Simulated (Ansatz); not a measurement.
```
CELL_PARAMETERS angstrom
5.31000 0.00000 0.00214
0.00000 5.21400 0.00000
-1.32860 0.00000 12.35708
ATOMIC_POSITIONS crystal
Hf 0.29609 0.50000 0.68406
Hf 0.79609 0.00000 0.68406
Hf 0.20391 0.00000 0.31594
Hf 0.70391 0.50000 0.31594
Si 0.00000 0.74950 0.50000
Si 0.50000 0.24950 0.50000
Si 0.00000 0.25050 0.50000
Si 0.50000 0.75050 0.50000
Si 0.10101 0.24936 0.90389
Si 0.60101 0.74936 0.90389
Si 0.10101 0.75064 0.90389
Si 0.60101 0.25064 0.90389
Si 0.39899 0.25064 0.09611
Si 0.89899 0.75064 0.09611
Si 0.39899 0.74936 0.09611
Si 0.89899 0.24936 0.09611
O 0.06537 0.24996 0.76123
O 0.56537 0.74996 0.76123
O 0.06537 0.75004 0.76123
O 0.56537 0.25004 0.76123
O 0.43463 0.25004 0.23877
O 0.93463 0.75004 0.23877
O 0.43463 0.74996 0.23877
O 0.93463 0.24996 0.23877
```

Space group C2/m; a generated structure, not necessarily the stable one.

Method: DFT PBE, scalar-relativistic, plane waves, PAW (Ansatz).

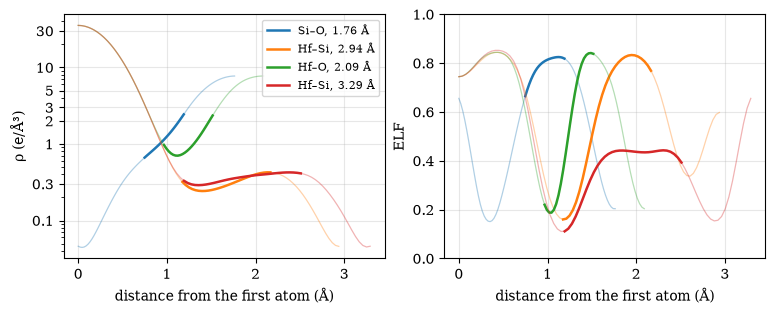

HfSi3O2. Valence charge density (pseudo) and electron localisation function along straight lines between neighbouring atoms. Thin, pale parts lie inside the atomic spheres.

In a PAW calculation such maps are meaningful between the atoms, not at the nuclei.

### Compare the contacts.

Si–O (1.76 Å): ρ at the midpoint is about 0.91 e/Å³; the ELF peaks at about 0.80 between the atoms.
Hf–Si (2.94 Å): ρ at the midpoint is about 0.25 e/Å³; the ELF peaks at about 0.85 in the valence shell of Si, 1.0 Å from its nucleus, and is about 0.45 at the midpoint.
Hf–O (2.09 Å): ρ at the midpoint is about 0.75 e/Å³; the ELF peaks at about 0.85 in the valence shell of O, 0.6 Å from its nucleus, and drops to about 0.20 between the two atoms (no localised pair shows between them).
Hf–Si (3.29 Å): the density is about 0.33 e/Å³ at the midpoint, with its minimum of 0.29 e/Å³ about 1.4 Å from Hf; the ELF is about 0.40 at the midpoint.
